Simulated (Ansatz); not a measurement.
# BBrF2 (SMILES FB(F)Br): one structure at several levels

The atoms stand at a structure displaced at random from a GFN2-xTB minimum. How far do the functionals agree with CCSD(T) there?

The runs use Ansatz 0.2.0, Gaussian basis; single points in def2-TZVPP.

Correlated methods freeze the cores. Filled d shells of the heavier atoms are correlated.

**1. Starting geometry**

SMILES `FB(F)Br`, 4 atoms, charge 0, spin multiplicity 1.

Atoms are counted from 1 here; the program's logs count them from 0.

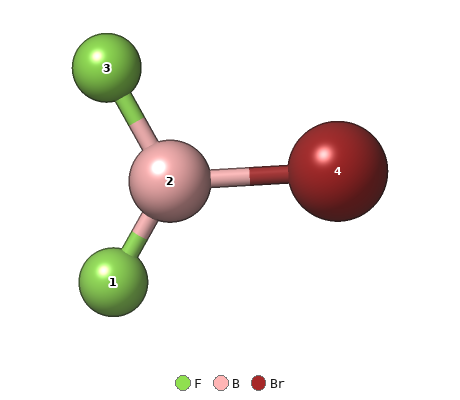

Start geometry, drawn with fluorine green, boron pink, bromine red; atoms are numbered from 1 in the order of the file.

Geometry (Å):

```xyz
4
BBrF2
F    -0.17470   -1.37940   -0.14400
B    -0.09810   -0.15880    0.03920
F    -1.18370    0.64970   -0.15540
Br    1.45750    0.66660    0.19790
```

**2. CCSD(T)/def2-TZVPP**

Contents of run/in.yaml:

```yaml
crystal:
  periodic: [false, false, false]
  atoms:
    - {symbol: F, position_ang: [-0.174700, -1.379400, -0.144000]}
    - {symbol: B, position_ang: [-0.098100, -0.158800, 0.039200]}
    - {symbol: F, position_ang: [-1.183700, 0.649700, -0.155400]}
    - {symbol: Br, position_ang: [1.457500, 0.666600, 0.197900]}
basis:
  gaussian: {orbitals: def2-TZVPP}
correlation: {method: ccsd_t}
output: {forces: true}
```

The command line of these runs was not kept.

**3. PBE0-D4/def2-TZVPP**

run/in.yaml: that of step 2 with these lines changed.

```diff
@@ -9,3 +9,3 @@
   gaussian: {orbitals: def2-TZVPP}
-correlation: {method: ccsd_t}
-output: {forces: true}
+hamiltonian: {xc: pbe0, dispersion: d4}
+output: {forces: true, orbitals: {seedname: orbitals}}
```

**4. wB97M-V/def2-TZVPP**

run/in.yaml: that of step 3 with these lines changed.

```diff
@@ -9,3 +9,3 @@
   gaussian: {orbitals: def2-TZVPP}
-hamiltonian: {xc: pbe0, dispersion: d4}
-output: {forces: true, orbitals: {seedname: orbitals}}
+hamiltonian: {xc: {name: wB97M-V}}
+output: {forces: true}
```

**5. r2SCAN-D4/def2-TZVPP**

run/in.yaml: that of step 4 with these lines changed.

```diff
@@ -9,3 +9,3 @@
   gaussian: {orbitals: def2-TZVPP}
-hamiltonian: {xc: {name: wB97M-V}}
+hamiltonian: {xc: r2scan, dispersion: d4}
 output: {forces: true}
```

**6. PBE-D4/def2-TZVPP**

run/in.yaml: that of step 5 with these lines changed.

```diff
@@ -9,3 +9,3 @@
   gaussian: {orbitals: def2-TZVPP}
-hamiltonian: {xc: r2scan, dispersion: d4}
+hamiltonian: {xc: pbe, dispersion: d4}
 output: {forces: true}
```

**7. SPW92/def2-TZVPP**

run/in.yaml: that of step 6 with these lines changed.

```diff
@@ -9,3 +9,3 @@
   gaussian: {orbitals: def2-TZVPP}
-hamiltonian: {xc: pbe, dispersion: d4}
+hamiltonian: {xc: lda}
 output: {forces: true}
```

**8. B97M-V/def2-TZVPP**

run/in.yaml: that of step 7 with these lines changed.

```diff
@@ -9,3 +9,3 @@
   gaussian: {orbitals: def2-TZVPP}
-hamiltonian: {xc: lda}
+hamiltonian: {xc: {name: B97M-V}}
 output: {forces: true}
```

(Steps that only read results are left out.)

Q: Predict the outcome of this session. Wanted: energy less free atoms, CCSD(T)/def2-TZVPP; RMS force component; RMS force error; HOMO and LUMO, PBE0-D4; T1 diagnostic.

**Answer**, as computed:

```
                                  quantity                                                                                        value
energy less free atoms, CCSD(T)/def2-TZVPP                                                                               -1596.6 kJ/mol
                       RMS force component                                                         2.213 to 2.428 eV/Å over the methods
                           RMS force error  PBE0-D4 0.118, wB97M-V 0.056, r2SCAN-D4 0.066, PBE-D4 0.244, SPW92 0.237, B97M-V 0.179 eV/Å
                    HOMO and LUMO, PBE0-D4                                                                           -9.14 and -0.39 eV
                             T1 diagnostic                                                                                        0.010
```

**Reading.** Against CCSD(T) the functionals' energies less atoms differ by -350.5 to -46.7 kJ/mol, PBE-D4 by -100.8 kJ/mol. CCSD(T) in triple zeta still lacks some correlation energy of the bonds, so part of these gaps is its own basis error and they don't rank the functionals. For forces wB97M-V does best and PBE-D4 worst. Frozen-core CCSD(T) forces in triple zeta carry basis errors of their own, and this is one geometry, so small gaps rank nothing.
